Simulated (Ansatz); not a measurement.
## AlPt3C (Pm-3m): a soft mode frozen in

Wanted: the energy along a soft mode of AlPt3C (Pm-3m) and the structure at the end.

Program: Ansatz 0.2.0. Level of theory: DFT PBEsol, scalar-relativistic, plane waves, PAW; PAW set soft_1. Results are calculated unless marked as measured.

## 1. Set-up

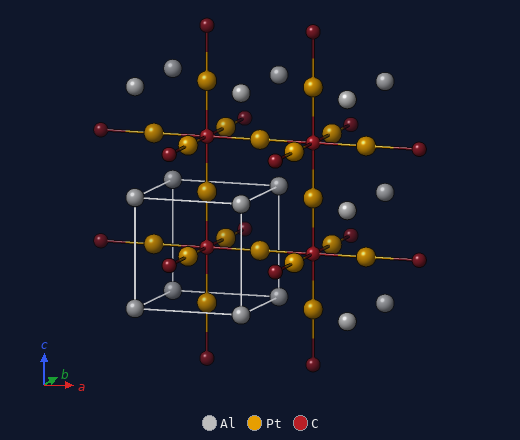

Start, viewed slightly off an axis; aluminium light grey, platinum orange, carbon red. 2×1×2 cells are drawn. Some periodic images of atoms are drawn too.

## 2. Response at finite wavevector

The cell comes from relaxations at this level that are not shown. Stability and thermal properties need the whole zone. Linear response on a 4×4×4 q mesh gives force constants as far as a supercell of that size would.

input.yaml

```yaml
crystal:
  lattice:
    - [4.1327502067, 0.0, 0.0]
    - [0.0, 4.1327502067, 0.0]
    - [0.0, 0.0, 4.1327502067]
  atoms:
    - { symbol: Al, position: [0.0, 0.0, 0.0] }
    - { symbol: Pt, position: [0.0, 0.5, 0.5] }
    - { symbol: Pt, position: [0.5, 0.0, 0.5] }
    - { symbol: Pt, position: [0.5, 0.5, 0.0] }
    - { symbol: C, position: [0.5, 0.5, 0.5] }
kpoints:
  mp_grid: { grid: [8, 8, 8] }
hamiltonian:
  xc: pbesol
  pseudopotentials: { kind: paw, azcp: { folder: soft_1 }, xc_functional: pbe }
scf:
  occupations: { method: methfessel_paxton, width: 0.2 }
output:
  eigenvalues: true
phonons:
  method: dfpt
  qmesh: [4, 4, 4]
  temperatures: { t_max: 1000, t_step: 50 }
  qpath:
    path:
      - [[0.0, 0.0, 0.0], [0.0, 0.5, 0.0], [0.5, 0.5, 0.0], [0.0, 0.0, 0.0], [0.5, 0.5, 0.5], [0.0, 0.5, 0.0]]
      - [[0.5, 0.5, 0.5], [0.5, 0.5, 0.0]]
    npoints: 10
```

Run with:

```console
$ ansatz run input.yaml --threads 4 --pin off --max-ram 10240MiB --backend cpu --events-out ev --progress --plain --runs-dir out
```

Numbers of over 12 decimals in the logs are rounded to 6 here.

The program printed:

```text
Engine: ansatz 0.2.0, x86_64-unknown-linux-gnu
Pseudopotentials: kind: paw
Pseudopotential: Al, paw, valence charge 3, recommended cutoff 420 eV (normal), soft_1/Al.paw.azcp
Pseudopotential: Pt, paw, valence charge 18, recommended cutoff 420 eV (normal), soft_1/Pt.paw.azcp
Pseudopotential: C, paw, valence charge 4, recommended cutoff 420 eV (normal), soft_1/C.paw.azcp
Functional definition: PBEsol
  exchange = pbesol_x
  correlation = pbesol_c
Crystal: 5 atoms, lattice volume = 70.586 Å³
Basis set: ecut = 420 eV, 1357 PW (Γ), exchange–correlation on 60×60×60 points (8 copies of the dense FFT grid, shifted against one another)
Bands: 37, of which v1, the nominal top of the filled ones, is band 31 counted from 1 (30 counted from 0)
Symmetry: 48 space group operations
k-points: 35 of 512
Non-local potential: Al, projectors of the file, l = 0: 2, l = 1: 2, l = 2: 1
Non-local potential: Pt, projectors of the file, l = 0: 3, l = 1: 2, l = 2: 2, l = 3: 1
Non-local potential: C, projectors of the file, l = 0: 2, l = 1: 2, l = 2: 1
PAW form: soft (Blöchl's): semilocal exchange-correlation on the pseudo side does not see the compensation charge
PAW frozen core: Al, regenerated for the run's functional, and the local potential with it (the file was generated under x = pbe(κ = 0.804, μ = 0.219515), c = pbe(β = 0.066725))
PAW frozen core: Pt, regenerated for the run's functional, and the local potential with it (the file was generated under x = pbe(κ = 0.804, μ = 0.219515), c = pbe(β = 0.066725))
PAW frozen core: C, regenerated for the run's functional, and the local potential with it (the file was generated under x = pbe(κ = 0.804, μ = 0.219515), c = pbe(β = 0.066725))
PAW one-centre angular grid: Al, 110 points (default); XC on 64 Gauss nodes
PAW one-centre angular grid: Pt, 590 points (default); XC on 64 Gauss nodes
PAW one-centre angular grid: C, 110 points (default); XC on 64 Gauss nodes
Initial density: superposition of atomic densities (chi_scale 0.1, normalization cell, long waves kept (reshape's long-wave potential 0.00 eV rms))
Initial wavefunctions: pseudopotential atomic-orbital guess
Functional: x = pbesol(κ = 0.804, μ = 0.123457), c = pbesol(β = 0.046)
SCF iter   1: F=—  HF=-37928.389715 eV  |F-HF|=—  |Δ(HF+E_count)|=         —  Δρ=9.89e-2  dr2=7.82e0  ethr=3.10e-3  ⟨swp⟩=5.1  Hψ=4344  notcnv=0
preconditioner: auto → Kerker (q_TF=auto, 2.663 Å⁻¹)  [metal: Δε(μ)=0.041 eV  Ē_g=7.944 eV  σ=0.200 eV  W_gap=0.17  n_scr=26 (ndim 8)  ℏωp=26.9 eV  f_vac=0.000  D(μ)=3.77/eV (n_scr^D=32)]
SCF iter   2: F=—  HF=-37926.954184 eV  |F-HF|=—  |Δ(HF+E_count)|=    1.44e0  S|Δr|=    0.00e0  Δρ=4.96e-2  dr2=1.98e0  ethr=3.10e-3  ⟨swp⟩=2.1  Hψ=2190  notcnv=0  defer=31
SCF iter   3: F=—  HF=-37926.456766 eV  |F-HF|=—  |Δ(HF+E_count)|=   4.97e-1  S|Δr|=    0.00e0  Δρ=7.43e-3  dr2=3.25e-2  ethr=3.10e-3  ⟨swp⟩=2.0  Hψ=2098  notcnv=0  defer=31
SCF iter   4: F=—  HF=-37926.449539 eV  |F-HF|=—  |Δ(HF+E_count)|=   7.23e-3  S|Δr|=    0.00e0  Δρ=1.32e-3  dr2=1.27e-3  ethr=5.32e-5  ⟨swp⟩=1.1  Hψ=1592  notcnv=0  defer=29
SCF iter   5: F=—  HF=-37926.449261 eV  |F-HF|=—  |Δ(HF+E_count)|=   2.78e-4  S|Δr|=    0.00e0  Δρ=3.60e-4  dr2=1.15e-4  ethr=2.08e-6  ⟨swp⟩=2.1  Hψ=1714  notcnv=0  defer=29
SCF iter   6: F=—  HF=-37926.449218 eV  |F-HF|=—  |Δ(HF+E_count)|=   4.28e-5  S|Δr|=    0.00e0  Δρ=6.23e-5  dr2=3.13e-6  ethr=1.88e-7  ⟨swp⟩=2.0  Hψ=1597  notcnv=0  defer=29
SCF iter   7: F=—  HF=-37926.449219 eV  |F-HF|=—  |Δ(HF+E_count)|=   8.02e-7  S|Δr|=    0.00e0  Δρ=1.23e-5  dr2=1.11e-7  ethr=5.13e-9  ⟨swp⟩=2.0  Hψ=1763  notcnv=0  defer=29
SCF iter   8: F=—  HF=-37926.449219 eV  |F-HF|=—  |Δ(HF+E_count)|=   1.52e-8  S|Δr|=    0.00e0  Δρ=2.13e-6  dr2=3.29e-9  ethr=1.81e-10  ⟨swp⟩=2.0  Hψ=1852  notcnv=0  defer=29
SCF iter   9: F=—  HF=-37926.449219 eV  |F-HF|=—  |Δ(HF+E_count)|=  2.76e-10  S|Δr|=    0.00e0  Δρ=4.44e-7  dr2=2.95e-10  ethr=5.39e-12  ⟨swp⟩=2.5  Hψ=2051  notcnv=0  defer=29
SCF iter  10: F=—  HF=-37926.449219 eV  |F-HF|=—  |Δ(HF+E_count)|=  6.55e-11  S|Δr|=    0.00e0  Δρ=9.67e-8  dr2=1.52e-11  ethr=1.00e-12  ⟨swp⟩=1.2  Hψ=1269  notcnv=0  defer=29
SCF iter  11: F=-37926.449219 eV  HF=-37926.449219 eV  |F-HF|=7.28e-12  |Δ(HF+E_count)|=    0.00e0  S|Δr|=    0.00e0  Δρ=2.36e-8  dr2=3.77e-13  ethr=1.00e-12  ⟨swp⟩=9.5  Hψ=5450  notcnv=0
SCF 1 converged in 11 iterations: F = -37926.449219 eV  dr2 = 3.77e-13
  greatest PAW one-centre occupation: 1.000 electrons in one spin orbital (limit 2), on the Pt atom at site 3 (counted from 0), in its partial waves of l = 0
phonons: the bands overlap, so this run is a metal and interpolates without the dipole-dipole term. If the crystal is really an insulator or semiconductor, its LO-TO splitting is missing
NSCF: frozen V_eff on 35 k-points
NSCF: frozen V_eff on 125 k-points
DFPT response loops at q = (0, 0, 0) (fractional): preconditioner auto → Kerker (q_TF=auto, 2.663 Å⁻¹) (partly filled bands, converged f_vac=0.000); β = 1.00, the filter's whole step (`scf.mixing.beta` (0.50) is not read by the response loops under this deck's `scf.mixing.preconditioner`; to damp them name `kerker` or `kerker_dos`, under which they read `scf.mixing.beta`, and type it under 1.00, their step now; both keys bind the ground state too); Broyden in place of MSR1
NSCF: frozen V_eff on 400 k-points
DFPT response loops at q = (0, 0, 0.25) (fractional): mixed as the last ones told, above
NSCF: frozen V_eff on 250 k-points
DFPT response loops at q = (0, 0, -0.5) (fractional): mixed as the last ones told, above
NSCF: frozen V_eff on 640 k-points
DFPT response loops at q = (0, 0.25, 0.25) (fractional): mixed as the last ones told, above
NSCF: frozen V_eff on 400 k-points
DFPT response loops at q = (0, 0.25, -0.5) (fractional): mixed as the last ones told, above
NSCF: frozen V_eff on 250 k-points
DFPT response loops at q = (0, -0.5, -0.5) (fractional): mixed as the last ones told, above
NSCF: frozen V_eff on 1024 k-points
DFPT response loops at q = (0.25, 0.25, 0.25) (fractional): mixed as the last ones told, above
NSCF: frozen V_eff on 640 k-points
DFPT response loops at q = (0.25, 0.25, -0.5) (fractional): mixed as the last ones told, above
NSCF: frozen V_eff on 400 k-points
DFPT response loops at q = (0.25, -0.5, -0.5) (fractional): mixed as the last ones told, above
NSCF: frozen V_eff on 250 k-points
DFPT response loops at q = (-0.5, -0.5, -0.5) (fractional): mixed as the last ones told, above
SCF converged after 11 iterations
Stability not checked: this state was not tested for a lower state beside it, because cold or Methfessel-Paxton smearing, or corrected tetrahedra, fill the levels in a way that the test cannot read (fill_not_monotonic; see scf.lower_state_search)
Free energy (F): -37926.449219 eV
Harris-Foulkes:  -37926.449219 eV  (|F-HF|=7.28e-12)
Internal energy: -37926.444465 eV  (E = F + TS)
E sigma→0 (E₀):  -37926.448030 eV
Entropy (-TS):   -0.004753 eV (-0.951 meV/atom)
Fermi energy:    18.302395 eV
--- Per-component energies (eV) ---
  E_band       = -616.201419
  E_kinetic    = 1904.397736
  E_local      = -6262.379771  (includes V_loc(G=0)·N_el)
  E_nonlocal   = 655.010104
  E_hartree    = 2479.120292
  E_xc         = -777.401753
  E_vxc        = -900.318753  (∫ρ·V_xc dr)
  E_paw        = -28590.589176  (= ΣΔE_a)
  E_vpaw       = -971.154532  (= ΣTr[D̂ρ^β])
  E_aug_tail   = 0.003225  (compensation charges beyond the density's cutoff)
  E_ewald      = -7335.506457
  E_core_change = 0.901333  (= ΣΔE_core)
  E_smearing   = -0.004753  (= −TS)
  E_closure    = -0.000000  (closes the sum)
  Σ components = -37926.449219   (vs F -37926.449219, Δ=0.00e0)
--- Band table (eV; the first three rows and the last of 35) ---
  k-point 0: bands = [... 27 lower, 17.3613, 17.3866, 17.3866, 17.3866, 19.4360, 19.4360, 19.4360, 21.0105, ... 2 higher]
  k-point 1: bands = [... 27 lower, 17.2216, 17.3870, 17.4786, 17.4786, 19.2225, 19.6929, 19.6929, 21.3439, ... 2 higher]
  k-point 2: bands = [... 27 lower, 16.8195, 17.3878, 17.7055, 17.7055, 19.3270, 20.3977, 20.3977, 21.4731, ... 2 higher]
  k-point 34: bands = [... 27 lower, 15.8710, 17.1705, 17.1705, 17.1705, 19.3489, 19.3489, 19.3489, 19.7042, ... 2 higher]
--- Phonons (Γ-DFPT): 4 representative perturbations + reference (Σ response iterations 14) ---
  ASR residual: 1.472e-5 → 0.000e0 eV/Å²; symmetrization residual: 4.177e-6 eV/Å²
  ASR residual per site (eV/Å²): 9.80e-6 1.47e-5 1.47e-5 1.47e-5 5.05e-6
  Γ frequencies (cm⁻¹): -94.11 -94.11 -94.11 -70.75 -70.75 -70.75 0.00 0.00 0.00 75.33 75.33 75.33 437.22 437.22 437.22
--- Phonons (arbitrary-q DFPT): 10 irreducible q on the 4×4×4 mesh ---
  q = [0.0000, 0.0000, 0.0000] (star 1, of the zone-centre solve; hermiticity 5.30e-7, symmetrization 1.87e-12): -94.11 -94.11 -94.11 -70.75 -70.75 -70.75 -0.00 -0.00 0.00 75.33 75.33 75.33 437.22 437.22 437.22
  q = [0.0000, 0.0000, 0.2500] (star 6, 9 solved perturbations in 1560 linear systems a pass and spin channel, the states on 200 of 512 k-point pairs; hermiticity 4.97e-7, symmetrization 1.04e-12): -94.62 -92.31 -92.31 -67.81 -67.81 -49.36 23.03 23.03 86.39 86.39 120.66 127.54 427.93 427.93 577.60
  q = [0.0000, 0.0000, -0.5000] (star 3, 9 solved perturbations in 975 linear systems a pass and spin channel, the states on 125 of 512 k-point pairs; hermiticity 4.07e-7, symmetrization 3.66e-13): -96.69 -94.63 -94.63 -70.13 -70.13 -44.51 38.82 38.82 92.79 92.79 146.98 171.75 411.30 411.30 683.65
  q = [0.0000, 0.2500, 0.2500] (star 12, 9 solved perturbations in 2460 linear systems a pass and spin channel, the states on 320 of 512 k-point pairs; hermiticity 4.94e-7, symmetrization 1.24e-13): -107.71 -97.81 -92.87 -79.28 -70.47 -66.62 36.85 79.38 98.05 113.73 133.60 151.44 418.86 566.30 582.78
  q = [0.0000, 0.2500, -0.5000] (star 12, 15 solved perturbations on 200 of 512 k-point pairs; hermiticity 4.70e-7, symmetrization 2.75e-14): -108.26 -106.62 -103.26 -89.20 -66.61 -65.12 45.25 98.73 108.40 110.61 149.09 172.67 415.25 570.50 679.67
  q = [0.0000, -0.5000, -0.5000] (star 3, 9 solved perturbations in 975 linear systems a pass and spin channel, the states on 125 of 512 k-point pairs; hermiticity 3.99e-7, symmetrization 1.51e-13): -121.60 -121.60 -111.16 -111.16 -82.03 -15.72 43.57 107.16 119.36 122.15 122.15 187.93 424.10 681.27 681.27
  q = [0.2500, 0.2500, 0.2500] (star 8, 4 solved perturbations in 1376 linear systems a pass and spin channel, the states on 512 of 512 k-point pairs; hermiticity 3.07e-7, symmetrization 3.02e-13): -113.75 -97.68 -94.91 -94.91 -76.36 -76.36 83.25 83.25 108.18 108.18 141.04 171.52 560.51 581.80 581.80
  q = [0.2500, 0.2500, -0.5000] (star 12, 9 solved perturbations in 2460 linear systems a pass and spin channel, the states on 320 of 512 k-point pairs; hermiticity 4.12e-7, symmetrization 2.99e-13): -104.52 -102.09 -101.21 -100.37 -82.62 -69.51 93.38 98.36 99.45 122.60 131.21 190.00 571.64 582.20 677.40
  q = [0.2500, -0.5000, -0.5000] (star 6, 9 solved perturbations in 1560 linear systems a pass and spin channel, the states on 200 of 512 k-point pairs; hermiticity 4.06e-7, symmetrization 2.54e-13): -103.30 -103.30 -95.67 -95.67 -77.66 -74.87 94.87 105.35 105.65 109.52 109.52 206.71 579.67 676.05 676.05
  q = [-0.5000, -0.5000, -0.5000] (star 1, 4 solved perturbations in 350 linear systems a pass and spin channel, the states on 125 of 512 k-point pairs; hermiticity 3.98e-7, symmetrization 1.18e-12): -78.23 -78.23 -78.23 -67.66 -67.66 -67.66 88.74 88.74 88.74 100.24 100.24 223.99 673.62 673.62 673.62
  sum rule: each row above includes the acoustic sum rule's correction from the zone centre's row sums; it moved no ω² by more than (0.34 cm⁻¹)²
  mesh force constants: q→R imaginary residual 5.71e-19; ASR residual 1.472e-5 → 0.000e0 eV/Å²; symmetrization residual 2.309e-14 eV/Å²
  interpolated dispersion: 62 rows × 15 modes
  density of states and harmonic sums: on the 16×16×16 q-mesh, interpolated from the force constants of a 4×4×4 supercell (no non-analytic term)
  largest difference from the sums on the solved wave vectors: F 3.28e-3 eV, S 9.00e-6 and C_V 3.48e-6 eV/K
  zero-point energy: 0.145623 eV/cell   skipped modes (ω ≤ 0): 996, of them read as no rigid motion or as one in doubt: 993 (6.006e0 modes/cell left out, lowest -121.60 cm⁻¹)   left out of the sums: 4.00e-1 of the cell's modes: C_V's classical limit lies that fraction below 3 k_B per atom; for a crystal, a wire or a layer, F and S can be off by more, and a phonons.interpolated_qmesh denser along its periods is the remedy for the sampling
```

Run time: 11 min. Hardware: 4 threads of Intel Xeon Platinum 8488C (Sapphire Rapids), shared host; peak memory 3 GiB.

In the SCF lines HF is the Harris–Foulkes energy and dr2 the Hartree energy of the density residual, in eV; the loop may stop once dr2 is under the threshold and the program's other checks hold. Hψ counts applications of the Hamiltonian.

Numbers from this step:

| Item | Value |
| --- | --- |
| volume per atom | 14.12 Å³ |
| gap on the k-mesh | 0 eV |
| sum-rule residual before enforcement | 1.47e-5 eV/Å² |
| lowest frequency on the path | -121.6 cm⁻¹ |
| point group | m-3m |
| highest frequency on the path or at a solved wavevector | 683.7 cm⁻¹ |
| highest optical mode at the zone centre (no LO-TO term) | 437.2 cm⁻¹ |
| lowest optical zone-centre mode | -94.11 cm⁻¹ |
| lowest mode on the q mesh (acoustic modes at Γ apart) | -121.6 cm⁻¹ |

Frequencies (cm⁻¹) solved at each irreducible wavevector; negative means imaginary. Frequencies by wavevector, by row:

```tsv
q in reciprocal lattice units	star	mode 1	mode 2	mode 3	mode 4	mode 13	mode 14	mode 15
0 0 0	1	-94.1	-94.1	-94.1	-70.8	437.2	437.2	437.2
0 0 0.25	6	-94.6	-92.3	-92.3	-67.8	427.9	427.9	577.6
0 0 -0.5	3	-96.7	-94.6	-94.6	-70.1	411.3	411.3	683.6
0 0.25 0.25	12	-107.7	-97.8	-92.9	-79.3	418.9	566.3	582.8
0 0.25 -0.5	12	-108.3	-106.6	-103.3	-89.2	415.2	570.5	679.7
0 -0.5 -0.5	3	-121.6	-121.6	-111.2	-111.2	424.1	681.3	681.3
0.25 0.25 0.25	8	-113.8	-97.7	-94.9	-94.9	560.5	581.8	581.8
0.25 0.25 -0.5	12	-104.5	-102.1	-101.2	-100.4	571.6	582.2	677.4
0.25 -0.5 -0.5	6	-103.3	-103.3	-95.7	-95.7	579.7	676	676
-0.5 -0.5 -0.5	1	-78.2	-78.2	-78.2	-67.7	673.6	673.6	673.6
```

Interpolated from a 4×4×4 q mesh. Phonon branches along the path, in cm⁻¹:

```tsv
point	branch 1	branch 2	branch 3	branch 4	branch 12	branch 13	branch 14	branch 15
Γ	-94	-94	-94	-71	75	437	437	437
X	-97	-95	-95	-70	172	411	411	684
M	-122	-122	-111	-111	188	424	681	681
Γ	-94	-94	-94	-71	75	437	437	437
R	-78	-78	-78	-68	224	674	674	674
X	-97	-95	-95	-70	172	411	411	684
jump to R	-78	-78	-78	-68	224	674	674	674
M	-122	-122	-111	-111	188	424	681	681
```

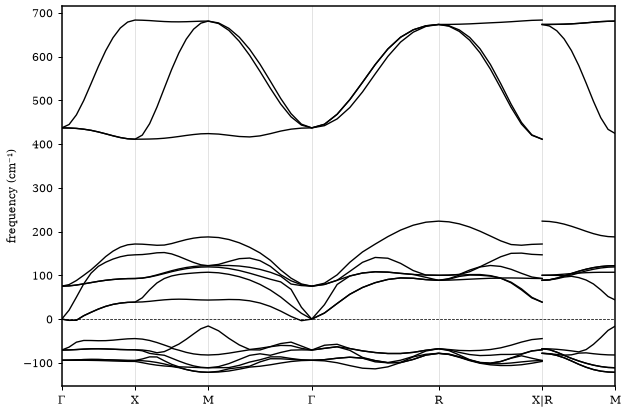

Phonon branches along the path.

Symmetry leaves 10 wavevectors to solve. The lowest mode among them, the acoustic zeros apart, lies at q = (0, -0.5, -0.5) and is imaginary, 121.6i cm⁻¹, so the energy falls along it.

## 3. The mode frozen in, largest atomic shift 0 Å

The mode followed lies at q = (0, -0.5, -0.5) with frequency 111.2i cm⁻¹ and is 2-fold degenerate, one of the unstable modes though not the softest. At small amplitude the distorted cell has space group no. 51 by a symmetry search on the positions. The undistorted cell that holds it gives the zero of energy on the same k mesh.

System of this step: AlPt3C. The structure is cubic, space group Pm-3m (No. 221). The conventional cell has a = 4.133 Å, b = 4.133 Å, c = 4.133 Å, α = 90.00°, β = 90.00°, γ = 90.00°. Al has 12 Pt at 2.92 Å nearest. Nearest to Pt lie 2 C at 2.07 Å and 4 Al at 2.92 Å and 8 Pt at 2.92 Å. Pt has 2 C at 2.07 Å and 4 Al at 2.92 Å and 8 Pt at 2.92 Å nearest. Nearest to C lie 6 Pt at 2.07 Å. Farther neighbours are not listed.

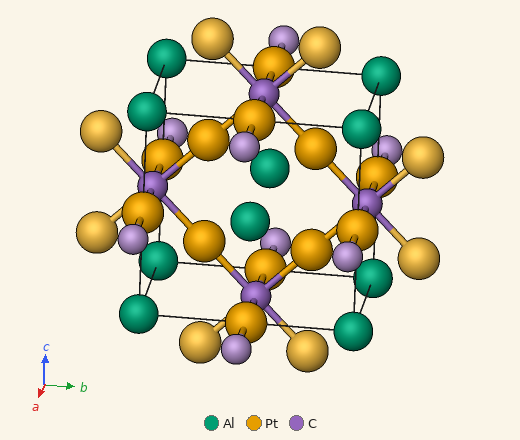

The cell of this step (aluminium teal, platinum orange, carbon purple). Some periodic images of atoms are drawn too.

input.yaml

```yaml
crystal:
  lattice:
    - [-4.1327502067, 0.0, 0.0]
    - [0.0, -4.1327502067, -4.1327502067]
    - [0.0, -4.1327502067, 4.1327502067]
  atoms:
    - { symbol: Al, position: [1.0, 1.0, 0.0] }
    - { symbol: Al, position: [1.0, 0.5, 0.5] }
    - { symbol: Pt, position: [0.0, 0.0, 0.5] }
    - { symbol: Pt, position: [0.0, 0.5, 0.0] }
    - { symbol: Pt, position: [0.5, 0.25, 0.75] }
    - { symbol: Pt, position: [0.5, 0.75, 0.25] }
    - { symbol: Pt, position: [0.5, 0.25, 0.25] }
    - { symbol: Pt, position: [0.5, 0.75, 0.75] }
    - { symbol: C, position: [0.5, 0.0, 0.5] }
    - { symbol: C, position: [0.5, 0.5, 0.0] }
kpoints:
  mp_grid: { grid: [10, 6, 6] }
hamiltonian:
  xc: pbesol
  pseudopotentials: { kind: paw, azcp: { folder: soft_1 }, xc_functional: pbe }
scf:
  occupations: { method: methfessel_paxton, width: 0.2 }
output:
  forces: true
  stress: true
  eigenvalues: true
```

The program printed:

```text
[...]
Crystal: 10 atoms, lattice volume = 141.172 Å³
Basis set: ecut = 420 eV, 2729 PW (Γ), exchange–correlation on 60×80×80 points (8 copies of the dense FFT grid, shifted against one another)
Bands: 74, of which v1, the nominal top of the filled ones, is band 61 counted from 1 (60 counted from 0)
Symmetry: 32 space group operations
[...]
k-points: 60 of 360
[...]
k-point 0: bands = [... 57 lower, 17.3930, 17.3934, 17.3934, 17.8933, 17.8933, 19.3360, 19.4341, 19.4345, ... 9 higher]
  k-point 1: bands = [... 57 lower, 17.3123, 17.5250, 17.5555, 17.9030, 18.1112, 19.1247, 19.2271, 19.6616, ... 9 higher]
  k-point 2: bands = [... 57 lower, 17.0781, 17.7990, 17.9220, 17.9688, 18.5130, 18.8015, 18.9200, 20.2869, ... 9 higher]
  k-point 59: bands = [... 57 lower, 16.5873, 17.8935, 17.8935, 17.8944, 17.8944, 19.3355, 19.3355, 20.4506, ... 9 higher]
[key lines of the parts left out:]
SCF converged after 8 iterations
Free energy (F): -75852.899379 eV
Fermi energy:    18.349991 eV
P = ⅓ Tr σ = -0.0216 GPa (-0.216 kbar)
```

Run time: 5.3 s. Hardware: 4 threads; peak memory 0.86 GiB; 20 s of CPU time.

Numbers from this step:

```
pressure                         : -0.02162 GPa
energy from the undistorted cell : 0 meV/atom
```

The run ends at a pressure of -0.02 GPa.

[end of part 1 of 3]

[Logs are printed without paths, hosts, clocks, repeated set-up lines and the standing remarks that a program may print on its own settings, such as how far it seeks lower states.]

[Hosts, paths, dates, database ids (printed as entryN), source tags and the programs' standing remarks are cut or masked in the printed files.]
